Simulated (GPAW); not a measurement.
**Magnetic state of La2Fe2S2O3 from several starts**

A self-consistent run ends on one state, which hangs on the start. Several orders of La2Fe2S2O3 are started in GPAW and their energies compared.

Calculated with GPAW 26.7.0; PBE with U = 4.5 eV on Fe d; plane waves with GPAW's PAW setups, scalar-relativistic.

The experiments to compare with:

For La2Fe2O3S2, tetragonal layered oxychalcogenide (solid-state synthesised powder, 4 K), “Magnetic and Structural Properties of the Iron Oxychalcogenides La2O2Fe2OM2 (M= S, Se)” (2018, arxiv:1801.00342) gives, by neutron powder diffraction, magnetic Rietveld: moment (ordered Fe2+ moment) 2.32 ± 0.04 μB [moment depends on the assumed non-collinear AFM3 magnetic model].

Report form: the programs' logs are mostly left out.

### 1. Set-up

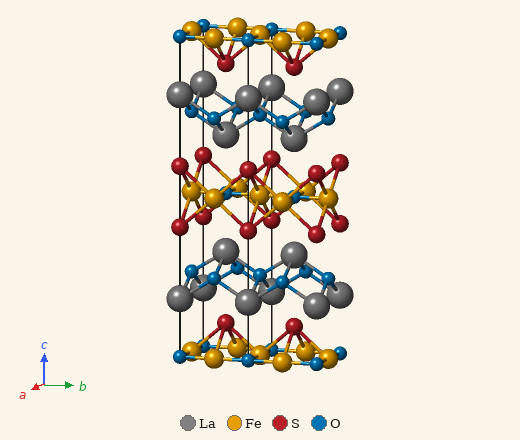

The cell as given, slightly off an axis (lanthanum grey, iron orange, sulfur red, oxygen blue). 1×2×1 cells are drawn. This picture shows the conventional cell, with its axes. Some periodic images of atoms are drawn too.

Coordinates:

```cif
data_structure
_symmetry_space_group_name_H-M 'I4/mmm'
_symmetry_Int_Tables_number 139
_cell_length_a 4.0478
_cell_length_b 4.0478
_cell_length_c 18.1844
_cell_angle_alpha 90.000
_cell_angle_beta 90.000
_cell_angle_gamma 90.000
_cell_volume 297.94
loop_
_atom_site_label
_atom_site_type_symbol
_atom_site_symmetry_multiplicity
_atom_site_Wyckoff_symbol
_atom_site_fract_x
_atom_site_fract_y
_atom_site_fract_z
_atom_site_occupancy
La1 La 4 e 0.00000 0.00000 0.18180 1
Fe1 Fe 4 c 0.00000 0.50000 0.00000 1
S1 S 4 e 0.00000 0.00000 0.40492 1
O1 O 4 d 0.00000 0.50000 0.25000 1
O2 O 2 a 0.00000 0.00000 0.00000 1
```

The cell comes from a database of computed structures and need not be the stable phase.

### 2. Order 1, typed as ferro ++

The parallel start comes first: it fits the smallest cell, keeps the most symmetry and shows whether parallel moments form. A Hubbard term is added for the open shell, at a value in common use.

order1.py reads:

```python
import json
import numpy as np
from ase import Atoms
from ase.parallel import paropen, parprint
from gpaw import GPAW

atoms = Atoms(['La', 'La', 'Fe', 'Fe', 'S', 'S', 'O', 'O', 'O'],
    cell=[[-2.023877, 2.023877, 9.092222],
         [2.023877, -2.023877, 9.092222],
         [2.023877, 2.023877, -9.092222]],
    scaled_positions=[[0.181801, 0.181801, 0.0],
         [0.818199, 0.818199, 0.0],
         [0.5, 0.0, 0.5],
         [0.0, 0.5, 0.5],
         [0.404915, 0.404915, 0.0],
         [0.595085, 0.595085, 0.0],
         [0.75, 0.25, 0.5],
         [0.25, 0.75, 0.5],
         [0.0, 0.0, 0.0]],
    pbc=True,
    magmoms=[0.0, 0.0, 4.0, 4.0, 0.0, 0.0, 0.0, 0.0, 0.0])
atoms.calc = GPAW(mode={'name': 'pw', 'ecut': 700},
    xc='PBE',
    kpts={'size': (8, 8, 8), 'gamma': True},
    occupations={'name': 'fermi-dirac', 'width': 0.05},
    convergence={'density': 1e-05, 'energy': 1e-05},
    maxiter=200,
    setups={'Fe': ':d,4.5'},
    symmetry={'tolerance': 1e-4},
    txt='order1.txt')
e = atoms.get_potential_energy(force_consistent=True)
res = {'free_energy': e, 'energy_sigma0': atoms.get_potential_energy(), 'fermi_energy': atoms.calc.get_fermi_level()}
res['moments'] = atoms.get_magnetic_moments().tolist()
res['total'] = atoms.get_magnetic_moment()
parprint('site moments (muB):', np.round(res['moments'], 3))
parprint(f"total moment: {res['total']:.3f} muB")
parprint(f'free energy: {e:.6f} eV')
atoms.calc.write('order1.gpw')
with paropen('results.json', 'w') as f:
    json.dump(res, f)
```

Command:

```sh
$ OMP_NUM_THREADS=1 mpirun -n 4 gpaw python order1.py > order1.log
```

Run time: 17 min. Hardware: 4 MPI ranks of Arm Neoverse V2, shared host; peak memory 4.1 GiB.

The program warns that the cell vectors are strongly skewed. A reduced cell would be the safer input.

Spin moment in the augmentation sphere by atom:

```
atom  spin moment in the augmentation sphere (μB)
 La1                                         0.01
 La2                                         0.01
 Fe3                                         3.58
 Fe4                                         3.58
  S5                                         0.08
  S6                                         0.08
  O7                                         0.00
  O8                                         0.00
  O9                                         0.13
```

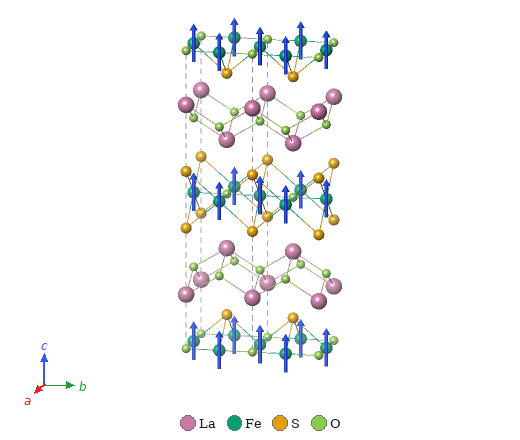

Spin moment in the augmentation sphere as arrows, the longest 3.58 μB. Up and down stand for the sign. Arrows give size and sign along the axis of quantisation, drawn up and down the page. 1×2×1 conventional cells are drawn. Some periodic images of atoms are drawn too.

This step gave:

```yaml
magnetization: 8 μB
final_state: ferromagnetic
```

After 20 cycles the largest moment stands at 3.58 μB.

### 3. Start 2: antiferro +-

An opposed order shows whether the pairs that it reverses prefer unlike signs.

order2.py is the script of step 2 with these lines changed:

```diff
@@ -20,3 +20,3 @@
     pbc=True,
-    magmoms=[0.0, 0.0, 4.0, 4.0, 0.0, 0.0, 0.0, 0.0, 0.0])
+    magmoms=[0.0, 0.0, 4.0, -4.0, 0.0, 0.0, 0.0, 0.0, 0.0])
 atoms.calc = GPAW(mode={'name': 'pw', 'ecut': 700},
@@ -29,3 +29,3 @@
     symmetry={'tolerance': 1e-4},
-    txt='order1.txt')
+    txt='order2.txt')
 e = atoms.get_potential_energy(force_consistent=True)
@@ -37,3 +37,3 @@
 parprint(f'free energy: {e:.6f} eV')
-atoms.calc.write('order1.gpw')
+atoms.calc.write('order2.gpw')
 with paropen('results.json', 'w') as f:
```

Command:

```sh
$ OMP_NUM_THREADS=1 mpirun -n 4 gpaw python order2.py > order2.log
```

It took 31 min on 4 MPI ranks; peak memory 4.2 GiB; 2.1 h of CPU time.

Spin moment in the augmentation sphere by atom:

```
atom  spin moment in the augmentation sphere (μB)
 La1                                         0.00
 La2                                         0.00
 Fe3                                         3.55
 Fe4                                        -3.55
  S5                                         0.00
  S6                                         0.00
  O7                                         0.00
  O8                                         0.00
  O9                                         0.00
```

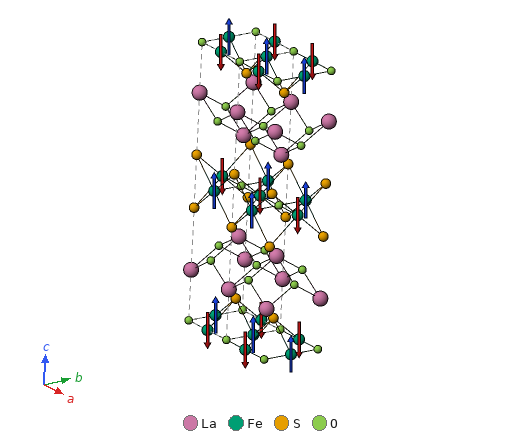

Spin moment in the augmentation sphere as arrows, the longest 3.55 μB. Up and down stand for the sign. Arrows give size and sign along the axis of quantisation, drawn up and down the page. The two directions have two colours. 2×1×1 conventional cells are drawn. Some periodic images of atoms are drawn too.

Read from the output:

* magnetization: 0 μB
* final state: antiferromagnetic

It lies 53.5 meV a seeded atom under the first start, and its largest moment is 3.55 μB against 3.58 μB.

### 4. Run 3 (no spin polarisation)

This run holds no moments, which gives a state to set the others against.

nospin.py is the script of step 3 with these lines changed:

```diff
@@ -19,4 +19,3 @@
          [0.0, 0.0, 0.0]],
-    pbc=True,
-    magmoms=[0.0, 0.0, 4.0, -4.0, 0.0, 0.0, 0.0, 0.0, 0.0])
+    pbc=True)
 atoms.calc = GPAW(mode={'name': 'pw', 'ecut': 700},
@@ -29,11 +28,7 @@
     symmetry={'tolerance': 1e-4},
-    txt='order2.txt')
+    txt='nospin.txt')
 e = atoms.get_potential_energy(force_consistent=True)
 res = {'free_energy': e, 'energy_sigma0': atoms.get_potential_energy(), 'fermi_energy': atoms.calc.get_fermi_level()}
-res['moments'] = atoms.get_magnetic_moments().tolist()
-res['total'] = atoms.get_magnetic_moment()
-parprint('site moments (muB):', np.round(res['moments'], 3))
-parprint(f"total moment: {res['total']:.3f} muB")
 parprint(f'free energy: {e:.6f} eV')
-atoms.calc.write('order2.gpw')
+atoms.calc.write('nospin.gpw')
 with paropen('results.json', 'w') as f:
```

Command:

```sh
$ OMP_NUM_THREADS=1 mpirun -n 4 gpaw python nospin.py > nospin.log
```

It took 9.7 min on 4 MPI ranks; peak memory 3.1 GiB.

This step gave:

* final state: non-magnetic (no spin polarisation)

It lies 2362 meV a seeded atom over the first start.

### 5. Ranking

These are free energies at a smearing of 0.05 eV, so its entropy term is in the differences. They are divided by the number of seeded atoms, so that cells of unlike size compare.

Orders:

```
               start        final state  typed order kept  energy over the lowest (meV a seeded atom)  largest site moment (μB)  net moment (μB a primitive cell)  mesh matched  CPU time (s)
            ferro ++      ferromagnetic               yes                                       53.54                     3.579                                 8           yes          4073
        antiferro +-  antiferromagnetic               yes                                           0                     3.554                                 0           yes          7399
no spin polarisation       non-magnetic                 -                                        2415                         0                                 0           yes          2336
```

### 6. Results

* lowest state found: antiferromagnetic (typed antiferro +-)
* largest site moment: 3.55 μB
* next state: ferromagnetic, 53.5 meV a seeded atom higher
* run without spin seeds, over the lowest: 2415 meV a seeded atom

The lowest state found is antiferromagnetic, reached from the start antiferro +-, with moments up to 3.55 μB. The next state costs 54 meV a seeded atom. This is the lowest of 3 finished starts, no proof of the ground state. Computed site moments are spin alone, inside the augmentation sphere; measured ones also hold the orbital part and what lies outside the sphere, and fluctuations can lower them. Under a U a part-filled d shell can order its orbitals; no such lower state was searched for, and the cell's symmetry can forbid it.

Calculation against experiment:

| quantity | measured | PBE with U = 4.5 eV on Fe d |
| --- | --- | --- |
| moment (Fe) (μB) | 2.32 | 3.55 (+53.2 %) |

Measured values from arxiv:1801.00342 (2018).

Verdict: The moment is off by +53.2 %. No cell relaxation is part of this session.

[Logs and program files are shortened in this print: banners, set-up blocks, solver, clock and traceback lines can be left out without a mark of their own.]

[Logs are printed without paths, hosts, clocks, repeated set-up lines and the standing remarks that a program may print on its own settings, such as how far it seeks lower states.]

[Hosts, paths, dates, database ids (printed as entryN), source tags and the programs' standing remarks are cut or masked in the printed files.]

[Where a cell is said to come from a database of computed structures, the database is the Materials Project.]
